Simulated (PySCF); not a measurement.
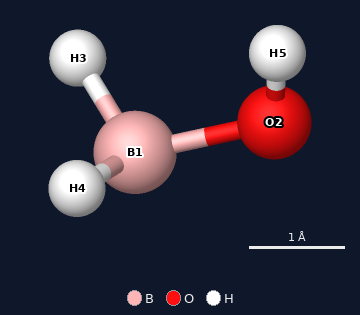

*The structure (ball-and-stick view, seen at an oblique angle; atoms are numbered from 1 in the order of the input).*

Bond lengths as drawn: B–H 1.27 Å, B–O 1.53 Å and H–O 0.96 Å.

# Single-point calculation of BH$_{3}$O

System: BH$_{3}$O.
Method: B2PLYP/cc-pVDZ, RKS (PySCF 2.14.0).

The geometry comes from this level: GFN2-xTB.

### The input (input.py)
```python
from pyscf import gto, dft, mp

mol = gto.M(
    atom=[
    ('B', (-0.558550, -0.234200, 0.180320)),
    ('O', (0.255120, 1.054670, 0.280220)),
    ('H', (0.033680, -1.207330, 0.735040)),
    ('H', (-0.823360, -0.530130, -1.022660)),
    ('H', (1.093110, 0.916990, -0.172930)),
],
    max_memory=1860,
    basis='cc-pvdz',
    verbose=3,
)

ks = dft.RKS(mol)
ks.xc = '0.53*HF + 0.47*B88, 0.73*LYP'
ks.grids.level = 8
ks.conv_tol = 1e-10
ks.kernel()
if not ks.converged:
    ks = ks.newton().run(ks.mo_coeff, ks.mo_occ)

pt = mp.MP2(ks, frozen=2).run()
e_tot = ks.e_tot + 0.27 * pt.e_corr
print('PT2 part  %.8f' % (0.27 * pt.e_corr))
print('E(%s) = %.9f' % ('B2PLYP', e_tot))
```

Run as:
```bash
OMP_NUM_THREADS=1 python input.py
```

### Output
```
converged SCF energy = -101.637303627862
E(RMP2) = -101.978851060647  E_corr = -0.341547432785161
E(SCS-RMP2) = -101.978957702378  E_corr = -0.341654074516262
PT2 part  -0.09221781
E(B2PLYP) = -101.729521435
```

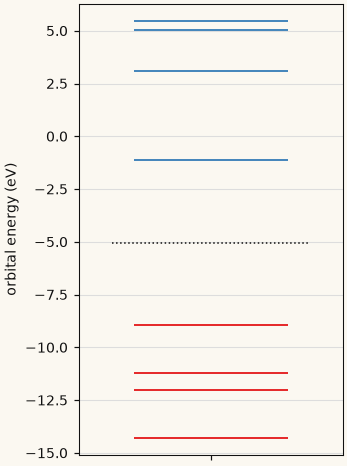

*Orbital energies near the frontier; the dotted line parts filled from empty levels, and levels within 0.02 eV of each other stand side by side.*

Highest filled −8.95 eV, lowest empty −1.11 eV, 7.84 eV apart.

### Summary

| quantity | value |
| --- | --- |
| outcome | converged |
| total energy | −101.729521 hartree |
| SCF energy | −101.637304 hartree |
| basis functions | 43 |
| HOMO | −8.95 eV |
| LUMO | −1.11 eV |
| dipole moment | 0.89 D |
| hardware | 1 thread of Arm Neoverse V1, 24 GiB of memory available, shared host |
| wall time | 9.3 s |
| peak memory | 0.27 GiB |
